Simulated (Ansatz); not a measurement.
## MoS3 (built on the sites of a database entry of WO3): from the cell to its phonons

Aim: the vibrations of MoS3 (built on the sites of a database entry of WO3), their spectra, and whether the structure is stable.

Program: Ansatz 0.2.0. Level of theory: DFT PBEsol, scalar-relativistic, plane waves, PseudoDojo norm-conserving pseudopotentials. Results are calculated unless marked as measured.

The structure was built from a prototype and need not be the compound's stable phase.

## Step 1: The starting structure

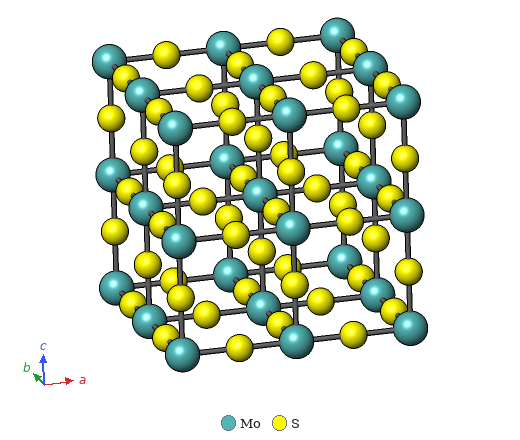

The starting structure, seen slightly off an axis (molybdenum teal, sulfur yellow). 2×2×2 cells are drawn. Some periodic images of atoms are drawn too.

As a file:

```cif
data_structure
_symmetry_space_group_name_H-M 'Pm-3m'
_symmetry_Int_Tables_number 221
_cell_length_a 4.1582
_cell_length_b 4.1582
_cell_length_c 4.1582
_cell_angle_alpha 90.000
_cell_angle_beta 90.000
_cell_angle_gamma 90.000
_cell_volume 71.90
loop_
_atom_site_label
_atom_site_type_symbol
_atom_site_symmetry_multiplicity
_atom_site_Wyckoff_symbol
_atom_site_fract_x
_atom_site_fract_y
_atom_site_fract_z
_atom_site_occupancy
Mo1 Mo 1 a 0.00000 0.00000 0.00000 1
S1 S 3 d 0.00000 0.00000 0.50000 1
```

## Step 2: Rough relaxation

A rough relaxation comes first, because large forces or stress need no tight tolerances yet.

Input file input.yaml:

```yaml
crystal:
  lattice:
    - [4.15815, 0.0, 0.0]
    - [0.0, 4.15815, 0.0]
    - [0.0, 0.0, 4.15815]
  atoms:
    - { symbol: Mo, position: [0.0, 0.0, 0.0] }
    - { symbol: S, position: [0.0, 0.0, 0.5] }
    - { symbol: S, position: [0.0, 0.5, 0.0] }
    - { symbol: S, position: [0.5, 0.0, 0.0] }
kpoints:
  mp_grid: { grid: [6, 6, 6] }
hamiltonian:
  xc: pbesol
  pseudopotentials: { kind: nc, accuracy: standard }
scf:
  occupations: { method: gaussian, width: 0.1 }
output:
  forces: true
  stress: true
  eigenvalues: true
relax:
  adjacent_minimum: "off"
  f_tol: 0.05
  max_steps: 80
  cell: { stress_tol: 0.5 }
```

On the command line:

```console
> ansatz run input.yaml --threads 4 --pin off --max-ram 7168MiB --backend cpu --events-out ev --progress --plain --runs-dir out
```

Numbers of over 12 decimals in the logs are rounded to 6 here.

The program printed:

```text
The last accepted step is kept in <dir> (removed where the run ends without a failure and the disk answers)
Engine: ansatz 0.2.0, aarch64-unknown-linux-gnu
Pseudopotentials: kind: nc
Pseudopotential: Mo, nc, valence charge 14, recommended cutoff 1088.45545 eV (normal), Mo.nc.azcp (PseudoDojo's, or run here from an input of PseudoDojo's; its table is named by hamiltonian.pseudopotentials.accuracy)
[...]
--- Relaxed structure (5 steps of the walk, 5 accepted, 1 SCFs on fresh bases) ---
  F+E_penalty+E_count = -2811.61521598 eV   max|allowed force component| = 4.010e-30 eV/Å   (the final SCF, on the basis selected at the relaxed cell)
  cell:  # Å, volume = 99.2376 Å³
    - [4.629764, 0, 0]
    - [0, 4.629764, 0]
    - [0, 0, 4.629764]
  atoms:
    - { symbol: Mo, position: [0, 0, 0] }
    - { symbol: S, position: [0, 0, 0.5] }
    - { symbol: S, position: [0, 0.5, 0] }
    - { symbol: S, position: [0.5, 0, 0] }
[key lines of the parts left out:]
SCF converged after 5 iterations
Free energy (F): -2811.615216 eV
Fermi energy:    5.373902 eV
P = ⅓ Tr σ = 0.4605 GPa (4.605 kbar)
```

Wall time 11 s (4 threads of Arm Neoverse V2, shared host); peak memory 0.59 GiB.

Relaxation path:

| step | energy less that of the first step (eV) | largest force component (eV/Å) | pressure (GPa) | volume (Å³) |
| --- | --- | --- | --- | --- |
| 1 | 0.0000 | 0.0000 | 59.99 | 71.90 |
| 2 | -2.8163 | 0.0000 | 25.25 | 82.93 |
| 3 | -3.8008 | 0.0000 | 6.84 | 93.30 |
| 4 | -3.9147 | 0.0000 | 1.42 | 97.84 |
| 5 | -3.9207 | 0.0000 | 0.00 | 99.24 |
| 6* | -3.9496 | 0.0000 | 0.46 | 99.24 |

Relaxation steps marked * repeat the geometry before them on a plane-wave basis chosen anew for their cell, so energy and pressure can jump there.

The run keeps the 48 symmetry operations that it works with, so distortions that break them were not tested.

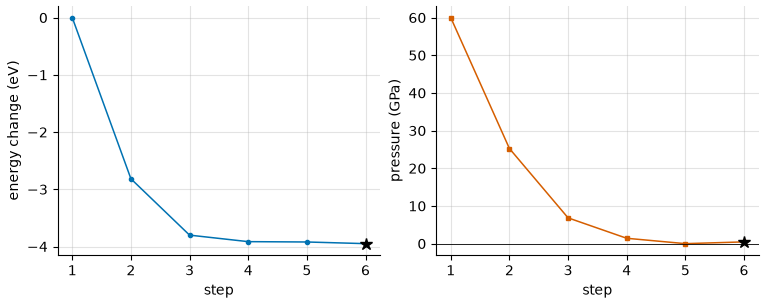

Energy and pressure along the relaxation. Stars mark steps on a basis chosen anew.

| conventional cell, symmetrised | before | after | change |
| --- | --- | --- | --- |
| a (Å) | 4.158 | 4.630 | +11.3 % |
| b (Å) | 4.158 | 4.630 | +11.3 % |
| c (Å) | 4.158 | 4.630 | +11.3 % |
| volume (Å³/atom) | 17.97 | 24.81 | +38.0 % |

Final coordinates:

```xyz
4
Lattice="4.6298 0.0000 0.0000 0.0000 4.6298 0.0000 0.0000 0.0000 4.6298" Properties=species:S:1:pos:R:3 pbc="T T T"
Mo    0.0000    0.0000    0.0000
S     0.0000    0.0000    2.3149
S     0.0000    2.3149    0.0000
S     2.3149    0.0000    0.0000
```

Numbers from this step:

```yaml
pressure: 0.4605 GPa
volume_per_atom: 24.81 Å³
gap_on_the_k_mesh: 0 eV
```

In this step the volume went from 17.97 to 24.81 Å³/atom.

## Step 3: Bringing the structure to rest

Harmonic phonons are second derivatives at a point where the forces vanish, and they are wanted at zero stress, so atoms and cell are relaxed first.

input.yaml, the sections that differ from step 2:

```yaml
crystal:
  lattice:
    - [4.6297635564, 0.0, 0.0]
    - [0.0, 4.6297635564, 0.0]
    - [0.0, 0.0, 4.6297635564]
  atoms:
    - { symbol: Mo, position: [0.0, 0.0, 0.0] }
    - { symbol: S, position: [0.0, 0.0, 0.5] }
    - { symbol: S, position: [0.0, 0.5, 0.0] }
    - { symbol: S, position: [0.5, 0.0, 0.0] }
kpoints:
  mp_grid: { grid: [8, 8, 8] }
relax:
  adjacent_minimum: "off"
  f_tol: 0.005
  max_steps: 80
  cell: { stress_tol: 0.05 }
# hamiltonian, scf, output: as in step 2
```

The program printed:

```text
[...]
Crystal: 4 atoms, lattice volume = 99.238 Å³
Basis set: ecut = 1088.45545 eV, 8217 PW (Γ), exchange–correlation on 100×100×100 points (8 copies of the dense FFT grid, shifted against one another)
Bands: 20, of which v1, the nominal top of the filled ones, is band 16 counted from 1 (15 counted from 0)
Symmetry: 48 space group operations
[...]
k-points: 35 of 512
[...]
--- Relaxed structure (1 steps of the walk, 1 accepted, 1 SCFs on fresh bases) ---
[...]
cell:  # Å, volume = 99.2376 Å³
    - [4.6297635564, 0.0, 0.0]
    - [0.0, 4.6297635564, 0.0]
    - [0.0, 0.0, 4.6297635564]
  atoms:
    - { symbol: Mo, position: [0.0, 0.0, 0.0] }
    - { symbol: S, position: [0.0, 0.0, 0.5] }
    - { symbol: S, position: [0.0, 0.5, 0.0] }
    - { symbol: S, position: [0.5, 0.0, 0.0] }
[key lines of the parts left out:]
SCF converged after 4 iterations
Free energy (F): -2811.740743 eV
Fermi energy:    5.310918 eV
P = ⅓ Tr σ = 0.0134 GPa (0.134 kbar)
```

Run time: 7.9 s. Hardware: 4 threads; peak memory 0.68 GiB; 31 s of CPU time.

Little changed from the start: no atom moved by 0.005 Å and no cell edge by 0.1 %.

Numbers from this step:

- pressure: 0.01343 GPa

In this step the volume went from 24.81 to 24.81 Å³/atom.

## Step 4: Tight relaxation

Phonons need a cell at rest on their own settings, so the relaxation is repeated with tight tolerances on forces and stress, using the mesh and the filling of the phonon run that follows.

input.yaml, as its differences from that of step 3:

```diff
@@ -16,3 +16,3 @@
 scf:
-  occupations: { method: gaussian, width: 0.1 }
+  occupations: { method: methfessel_paxton, width: 0.15 }
 output:
@@ -23,4 +23,4 @@
   adjacent_minimum: "off"
-  f_tol: 0.005
-  max_steps: 80
-  cell: { stress_tol: 0.05 }
+  f_tol: 0.001
+  max_steps: 60
+  cell: { stress_tol: 0.01 }
```

The program printed:

```text
[...]
Crystal: 4 atoms, lattice volume = 99.238 Å³
Basis set: ecut = 1088.45545 eV, 8217 PW (Γ), exchange–correlation on 100×100×100 points (8 copies of the dense FFT grid, shifted against one another)
Bands: 20, of which v1, the nominal top of the filled ones, is band 16 counted from 1 (15 counted from 0)
Symmetry: 48 space group operations
[...]
k-points: 35 of 512
[...]
--- Relaxed structure (2 steps of the walk, 2 accepted, 1 SCFs on fresh bases) ---
[...]
cell:  # Å, volume = 99.2242 Å³
    - [4.629555, 0.0, 0.0]
    - [0.0, 4.629555, 0.0]
    - [0, 0.0, 4.629555]
  atoms:
    - { symbol: Mo, position: [0, 0, 0] }
    - { symbol: S, position: [0, 0, 0.500000] }
    - { symbol: S, position: [0, 0.500000, 0] }
    - { symbol: S, position: [0.500000, 0, 0] }
[key lines of the parts left out:]
SCF converged after 8 iterations
Free energy (F): -2811.733987 eV
Fermi energy:    5.308876 eV
P = ⅓ Tr σ = 0.0011 GPa (0.011 kbar)
```

Elapsed: 13 s, on 4 threads; peak memory 0.69 GiB.

Little changed from the start: no atom moved by 0.005 Å and no cell edge by 0.1 %.

This step gave:

```
pressure : 0.001090 GPa
```

The forces vanish by symmetry and the pressure is 0.001 GPa, within the tolerances set. The cell now holds 24.81 Å³/atom.

## Step 5: Linear response at the zone centre

The zone centre comes first: it holds the modes that light can see, as far as symmetry allows. No field response is asked, since the mesh shows no gap.

input.yaml, the sections that differ from step 4:

```yaml
crystal:
  lattice:
    - [4.6295550062, 0.0, 0.0]
    - [0.0, 4.6295550062, 0.0]
    - [0.0, 0.0, 4.6295550062]
  atoms:
    - { symbol: Mo, position: [0.0, 0.0, 0.0] }
    - { symbol: S, position: [0.0, 0.0, 0.5] }
    - { symbol: S, position: [0.0, 0.5, 0.0] }
    - { symbol: S, position: [0.5, 0.0, 0.0] }
output:
  eigenvalues: true
phonons:
  method: dfpt
# kpoints, hamiltonian, scf: as in step 4
# relax: removed
```

The program printed:

```text
zone centre: on kpoints.mp_grid the ground state, and the responses unless they are solved on pairs of k-points, stand on 125 of the mesh's 512 k-points, reduced under 8 symmetry operations, with k and −k counted as one. Each operation leaves every solved displacement unchanged or reverses it
[...]
Crystal: 4 atoms, lattice volume = 99.224 Å³
Basis set: ecut = 1088.45545 eV, 8217 PW (Γ), exchange–correlation on 100×100×100 points (8 copies of the dense FFT grid, shifted against one another)
Bands: 20, of which v1, the nominal top of the filled ones, is band 16 counted from 1 (15 counted from 0)
Symmetry: 48 space group operations
k-points: 125 of 512 (irreducible under 8 space group operations)
[...]
SCF iter   1: F=—  HF=-2812.871359 eV  |F-HF|=—  |Δ(HF+E_count)|=         —  Δρ=6.75e-2  dr2=7.07e0  ethr=3.10e-3  ⟨swp⟩=7.8  Hψ=15303  notcnv=0
[...]
SCF iter   2: F=—  HF=-2811.737202 eV  |F-HF|=—  |Δ(HF+E_count)|=    1.13e0  S|Δr|=    0.00e0  Δρ=1.30e-2  dr2=6.89e-2  ethr=3.10e-3  ⟨swp⟩=7.8  Hψ=24799  notcnv=0
automatic band count: the SCF goes on with 24 bands, as 20 were too few: they end inside the smearing window of the response
SCF iter   3: F=—  HF=-2811.735598 eV  |F-HF|=—  |Δ(HF+E_count)|=   1.60e-3  S|Δr|=    0.00e0  Δρ=3.10e-3  dr2=1.11e-2  ethr=2.15e-4  ⟨swp⟩=2.8  Hψ=5866  notcnv=0  defer=234
[...]
SCF iter   8: F=-2811.733987 eV  HF=-2811.733987 eV  |F-HF|=2.73e-12  |Δ(HF+E_count)|=  9.91e-11  S|Δr|=    0.00e0  Δρ=7.38e-8  dr2=9.36e-13  ethr=1.00e-12  ⟨swp⟩=16.0  Hψ=24283  notcnv=0
SCF 1 converged in 8 iterations: F = -2811.733987 eV  dr2 = 9.36e-13
DFPT response loops at Γ: preconditioner auto → Kerker (q_TF=auto, 2.259 Å⁻¹) (partly filled bands, converged f_vac=0.143); β = 1.00, the filter's whole step (`scf.mixing.beta` (0.50) is not read by the response loops under this deck's `scf.mixing.preconditioner`; to damp them name `kerker` or `kerker_dos`, under which they read `scf.mixing.beta`, and type it under 1.00, their step now; both keys bind the ground state too); Broyden in place of MSR1
SCF converged after 8 iterations
[...]
Free energy (F): -2811.733987 eV
[...]
Internal energy: -2811.736947 eV  (E = F + TS)
E sigma→0 (E₀):  -2811.734727 eV
Entropy (-TS):   0.002960 eV (0.740 meV/atom)
Fermi energy:    5.308875 eV
[...]
--- Band table (eV; the first three rows and the last of 125) ---
  k-point 0: bands = [... 12 lower, 3.6643, 4.2415, 4.2415, 4.2415, 4.9548, 4.9548, 4.9548, 6.0237, ... 4 higher]
  k-point 1: bands = [... 12 lower, 3.6692, 4.1691, 4.2315, 4.5645, 4.5645, 5.2210, 5.2210, 6.0290, ... 4 higher]
  k-point 2: bands = [... 12 lower, 3.5024, 3.6812, 4.0041, 4.6840, 4.6840, 5.9616, 5.9616, 6.0399, ... 4 higher]
  k-point 124: bands = [... 12 lower, 0.3685, 5.7851, 5.7851, 5.7851, 7.1005, 7.1005, 7.1005, 9.9567, ... 4 higher]
--- Phonons (Γ-DFPT): 3 representative perturbations + reference, on 125 of 512 k-points (Σ response iterations 9) ---
  k mesh reduced under 8 symmetry operations, with k and −k counted as one. Each operation leaves every solved displacement unchanged or reverses it
  ASR residual: 5.210e-5 → 0.000e0 eV/Å²; symmetrization residual: 2.400e-5 eV/Å²
  ASR residual per site (eV/Å²): 5.21e-5 4.51e-5 4.51e-5 4.51e-5
  Γ frequencies (cm⁻¹): 0.00 0.00 0.00 56.12 56.12 56.12 107.32 107.32 107.32 378.05 378.05 378.05
  non-analytic LO–TO correction: not included (Born effective charges unavailable; polar crystals: no LO–TO splitting at Γ)
```

The job ended after 79 s (4 threads; peak memory 3.3 GiB).

This step gave:

* sum-rule residual before enforcement: 5.21e-5 eV/Å²
* point group: m-3m
* highest optical mode at the zone centre (no LO-TO term): 378.1 cm⁻¹
* lowest optical zone-centre mode: 56.12 cm⁻¹

Patterns of degenerate modes are one choice out of their space. Modes at Γ, with each element's share of the kinetic energy:

| mode | frequency (cm⁻¹) | symmetry | Mo % | S % |
| --- | --- | --- | --- | --- |
| 1 | 0.0 | acoustic | 50 | 50 |
| 2 | 0.0 | acoustic | 50 | 50 |
| 3 | 0.0 | acoustic | 50 | 50 |
| 4 | 56.1 | T1u | 44 | 56 |
| 5 | 56.1 | T1u | 44 | 56 |
| 6 | 56.1 | T1u | 44 | 56 |
| 7 | 107.3 | T2u | 0 | 100 |
| 8 | 107.3 | T2u | 0 | 100 |
| 9 | 107.3 | T2u | 0 | 100 |
| 10 | 378.1 | T1u | 6 | 94 |
| 11 | 378.1 | T1u | 6 | 94 |
| 12 | 378.1 | T1u | 6 | 94 |

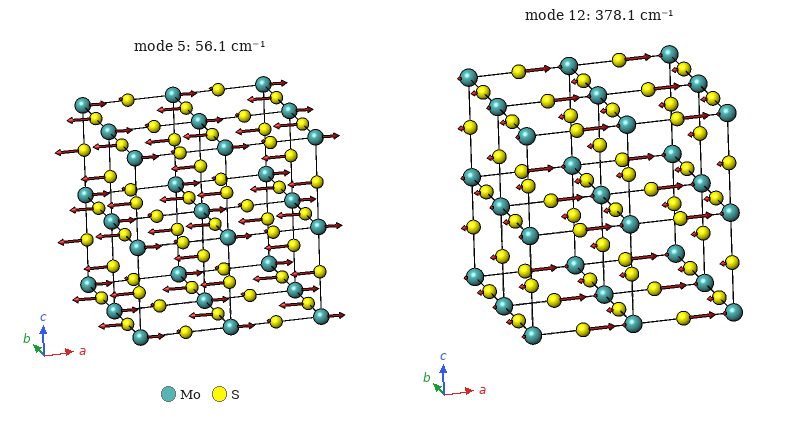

Displacement patterns of modes 5 and 12 at Γ; arrows are exaggerated. 2×2×2 cells are drawn. Some periodic images of atoms are drawn too.

Before it was imposed, the acoustic sum rule was missed by 5.2e-5 eV/Å². Small misses are needed for a sound result but don't prove that mesh and cutoff are converged. The lowest optical mode is real, 56.1 cm⁻¹.

(Continued in part 2 of 2.)

[Logs are printed without paths, hosts, clocks, repeated set-up lines and the standing remarks that a program may print on its own settings, such as how far it seeks lower states.]

[Hosts, paths, dates, database ids (printed as entryN), source tags and the programs' standing remarks are cut or masked in the printed files.]
